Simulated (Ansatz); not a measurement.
## Amorphous Si72Ge24

Preparation: random packing, a CHGNet melt and quench, and a DFT relaxation. The hot cell started wider than the set density and was brought back towards it in steps. It is the lowest in DFT energy of 4 quenches. It is a model cell: composition and starting density were chosen by hand, and all elements were melted together. No dispersion term was used.

All values below come from PBE, scalar-relativistic without spin-orbit coupling (plane waves to 420 eV, PAW; Ansatz, a program for electronic structure). Geometry, pressure, stress and energy are those of the PBE run. Its sampling: a 2×2×2 Γ-centred mesh; Fermi-Dirac width 0.05 eV; no spin polarisation. The levels at the Fermi energy are partly filled. A closed spacing in one fast-quenched cell at PBE doesn't show the material to be a metal.

The number of atoms in the cell is 96, the density (held, not predicted) is 3.12 g/cm³ and the volume per atom is 20.89 Å³. The pressure on a 2×2×2 Γ-centred mesh is 0.14 GPa, the largest force and stress component on that mesh (the relaxation ran on one k-point at (1/4, 1/4, 1/4)) comes out as 0.26 eV/Å and 0.2 GPa and the energy relative to silicon + germanium (lowest mix at this level among the phases computed, not always the ambient ones) is 0.284 eV/atom. The gap on a 2×2×2 Γ-centred mesh (PBE) is within the smearing (under twice its width).

Bonds are counted up to Si-Si 2.72 Å, Si-Ge 2.74 Å, Ge-Ge 2.85 Å.

```json
{
 "Mean coordination of Si": "4.07 (1 with 3, 65 with 4, 6 with 5)",
 "Mean coordination of Ge": "3.88 (1 with 2, 1 with 3, 22 with 4)",
 "Mean Si-Si bond": "2.396 Å (spread 0.063 Å, 116 counted)",
 "Mean Si-Ge bond": "2.457 Å (spread 0.058 Å, 61 counted)"
}
```

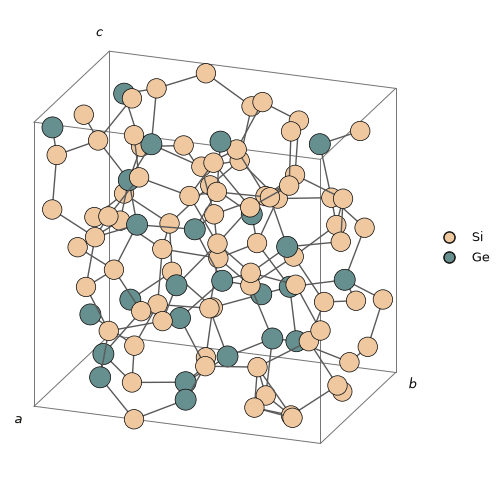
Figure: The relaxed cell

Its density started from a set value of 3.12 g/cm³. Cooling (nominally 52 K/ps over its main leg) ran many orders faster than in experiment, which tends to leave more defects and strain. One small periodic cell is one sample of the glass; other quenches scatter about these values. The volume was held where the preparation left it and the shape relaxed, at a PBE pressure of 0.1 GPa. On a 2×2×2 Γ-centred mesh force components of up to 0.26 eV/Å stay, since the relaxation ran on one k-point at (1/4, 1/4, 1/4).
